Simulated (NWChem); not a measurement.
# B3LYP/def2-TZVPPD run of [NO2]− (nitrite)

What is the vertical singlet–triplet gap of [NO2]− (nitrite) at B3LYP/def2-TZVPPD? 

The calculation is run with NWChem 7.3.0.

3 further runs of the same task are left out: 2 that didn't finish, 1 set aside as unsound or not needed. Runs told in other sessions of the task aren't counted.

## Step 1: The structure to begin with

[NO2]− has 3 atoms, charge -1, and is taken as a singlet. As SMILES, `O=N[O-]`. The coordinates come from a PBE0-D4/def2-TZVPD relaxation.

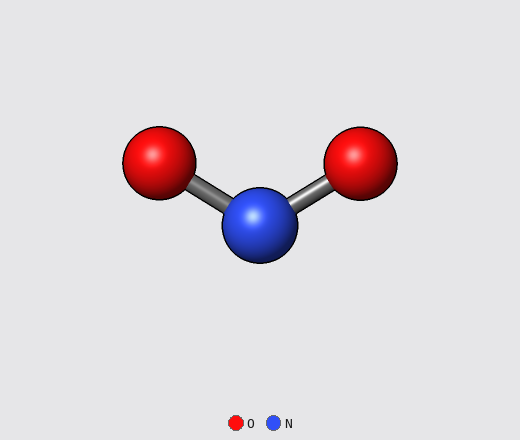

The structure, seen from a chosen angle (oxygen red, nitrogen blue).

## Step 2: Energy and gradient at B3LYP/def2-TZVPPD

Input file a.nw:

```
start a
title "nitrite"
memory total 2200 mb
charge -1

geometry units angstrom noautosym nocenter noautoz
 O      0.322840     0.992650     0.287620
 N      0.325750    -0.245400     0.151990
 O     -0.648590    -0.747260    -0.439610
end

basis "ao basis" spherical bse
 O library def2-TZVPPD
 N library def2-TZVPPD
end

dft
 xc b3lyp
 grid fine
 convergence energy 1e-08
 maxiter 100
 mulliken
end

task dft gradient
```

Started as:

```
nwchem a.nw > a.out
```

Output, cut to the lines that bear on the results:

```text
[...]
          Wavefunction type:  closed shell.
          No. of atoms     :     3
          No. of electrons :    24
[...]
          Charge           :    -1
          Spin multiplicity:     1
[...]
          AO basis - number of functions:   117
[...]
              XC Information
              --------------
                         B3LYP Method XC Potential
                     Hartree-Fock (Exact) Exchange  0.200
                        Slater Exchange Functional  0.800 local
                    Becke 1988 Exchange Functional  0.720 non-local
              Lee-Yang-Parr Correlation Functional  0.810
                  VWN I RPA Correlation Functional  0.190 local
[...]
 d= 0,ls=0.0,diis     1   -204.8623951717 -2.68D+02  1.83D-01  4.28D+00     1.5
[...]
 d= 0,ls=0.0,diis    10   -205.2488097860 -1.84D-09  4.63D-07  3.74D-09    12.2
         Total DFT energy =     -205.248809785961
      One electron energy =     -413.719019944907
           Coulomb energy =      169.134264089783
    Exchange-Corr. energy =      -24.216522234984
 Nuclear repulsion energy =       63.552468304147
[...]
      Total Density - Mulliken Population Analysis
     ---------------------------------------------
    Atom       Charge   Shell Charges
 -----------   ------   -------------------------------------------------------
    1 O    8     8.49   0.79  1.18  0.61  0.92  0.42 -0.04  1.87  1.78  0.83  0.09  0.00  0.03  0.00  0.00
    2 N    7     7.01   0.82  1.15  0.63  0.79  0.10  0.42  1.41  1.24  0.30  0.02  0.13 -0.01  0.01
    3 O    8     8.49   0.79  1.18  0.61  0.92  0.42 -0.04  1.87  1.78  0.83  0.09  0.00  0.03  0.00  0.00
[...]
  wavefunction    = closed shell
                         DFT ENERGY GRADIENTS
    atom               coordinates                        gradient
                 x          y          z           x          y          z
   1 O       0.610079   1.875837   0.543523   -0.000833  -0.011834  -0.001770
   2 N       0.615578  -0.463739   0.287219   -0.008125   0.006127  -0.003790
   3 O      -1.225657  -1.412117  -0.830742    0.008958   0.005708   0.005560
[...]
```

It took 18 s on 1 thread of Intel Xeon 6975P-C (Granite Rapids), shared host; peak memory 0.12 GiB.

## Step 3: The triplet: a single-point energy at UB3LYP/def2-TZVPPD

Input file mol.xyz:

```xyz
3
nitrite
O      0.322840     0.992650     0.287620
N      0.325750    -0.245400     0.151990
O     -0.648590    -0.747260    -0.439610
```

Input file mol.nw:

```
echo
start mol
title "nitrite"
memory total 2200 mb
charge -1
geometry noautosym nocenter noautoz
   load format xyz mol.xyz
end
basis spherical bse
   * library def2-TZVPPD
end
dft
   xc b3lyp
   mult 3
   grid fine
   convergence energy 1e-08
   iterations 100
   mulliken
end
task dft
```

Started as:

```
nwchem mol.nw > mol.out
```

Output, cut to the lines that bear on the results:

```text
[...]
          Wavefunction type:  spin polarized.
          No. of atoms     :     3
          No. of electrons :    24
[...]
          Charge           :    -1
          Spin multiplicity:     3
[...]
          AO basis - number of functions:   117
[...]
              XC Information
              --------------
                         B3LYP Method XC Potential
                     Hartree-Fock (Exact) Exchange  0.200
                        Slater Exchange Functional  0.800 local
                    Becke 1988 Exchange Functional  0.720 non-local
              Lee-Yang-Parr Correlation Functional  0.810
                  VWN I RPA Correlation Functional  0.190 local
[...]
 d= 0,ls=0.0,diis     1   -204.4591302793 -2.68D+02  4.44D-01  1.61D+00     1.9
[...]
 d= 0,ls=0.0,diis    13   -205.1604877493 -2.93D-09  2.80D-07  2.40D-10    21.1
[...]
         Total DFT energy =     -205.160487749259
      One electron energy =     -413.836803127525
           Coulomb energy =      169.392115766826
    Exchange-Corr. energy =      -24.268268692708
 Nuclear repulsion energy =       63.552468304147
[...]
      Total Density - Mulliken Population Analysis
     ---------------------------------------------
    Atom       Charge   Shell Charges
 -----------   ------   -------------------------------------------------------
    1 O    8     8.58   0.79  1.18  0.61  0.92  0.42  0.01  1.87  1.78  0.84  0.11  0.00  0.03  0.01  0.00
    2 N    7     6.84   0.82  1.15  0.59  0.73  0.15  0.14  1.50  1.30  0.28  0.02  0.12  0.02  0.01
    3 O    8     8.58   0.79  1.18  0.61  0.92  0.42  0.01  1.87  1.78  0.84  0.11  0.00  0.03  0.01  0.00
[...]
      <S2> =      2.0111 (Exact =     2.0000)
[...]
```

Run time: 22 s. Hardware: 1 thread of Intel Xeon 6975P-C (Granite Rapids), shared host; peak memory 0.12 GiB.

## Step 4: Results

At B3LYP/def2-TZVPPD:

```
                                                      quantity          value
                                         singlet: total energy  -205.24881 Eh
                                          singlet: HOMO energy        0.07 eV
                                          singlet: LUMO energy        5.19 eV
singlet: HOMO–LUMO gap (to an unbound level, set by the basis)        5.12 eV
                             singlet: largest force on an atom     0.617 eV/Å
                                         triplet: total energy  -205.16049 Eh
                   triplet: HOMO energy (highest over α and β)        2.59 eV
                    triplet: LUMO energy (lowest over α and β)        2.85 eV
                                                 triplet: ⟨S²⟩          2.011
              vertical energy of the triplet above the singlet       2.403 eV
```

What this shows: At this shape the triplet lies 2.40 eV (55 kcal/mol) above the singlet. The largest force (singlet) is 0.62 eV/Å: the shape isn't a stationary point for this species at this level. Mulliken charges (singlet) run from -0.49 on O1 to -0.01 on N2; in a basis this large or diffuse they mean little. The HOMO (singlet) lies at positive energy, 0.07 eV, from the functional's self-interaction, a short basis or an electron that isn't bound; only total energies against the neutral tell. Mulliken charges (triplet) run from -0.58 on O1 to +0.16 on N2; in a basis this large or diffuse they mean little. The HOMO (triplet) lies at positive energy, 2.59 eV, from the functional's self-interaction, a short basis or an electron that isn't bound; only total energies against the neutral tell.
